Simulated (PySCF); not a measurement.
SMILES [Sn]([Cl])([CH3])([Cl])[Cl] (CH3Cl3Sn) at its B3LYP/def2-SVP optimised geometry (Å):

```
8

C     -1.6276    -2.2061    -1.6796
Sn    -0.8319    -1.1267     0.0000
Cl    -1.5256     1.1267     0.0000
Cl    -1.5245    -2.0681     2.0476
Cl     1.5256    -1.1267     0.0000
H     -1.1385    -1.8357    -2.5904
H     -1.4163    -3.2738    -1.5335
H     -2.7104    -2.0280    -1.7217
```

Level of theory: B3LYP/def2-TZVP, def2 effective core potentials past Kr run with PySCF. The core electrons that the potentials of Sn replace are not part of the density. Cells within 0.4 Å of a nucleus heavier than hydrogen are left out (blank, or x).

Map of the LUMO amplitude (bohr^(-3/2)) on the plane z = 0.0 Å; orbital energy -2.79 eV, overall sign arbitrary:

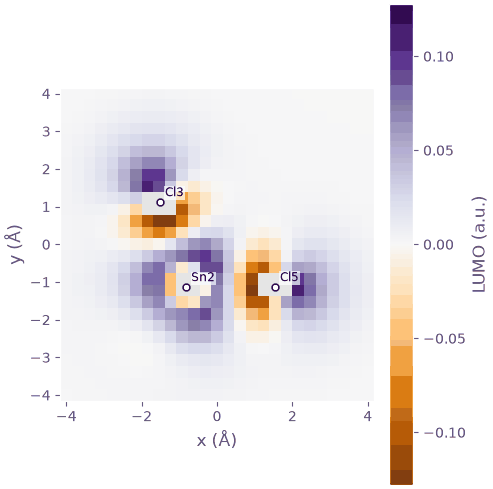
*LUMO amplitude (bohr^(-3/2)) on the plane z = 0.0 Å.*
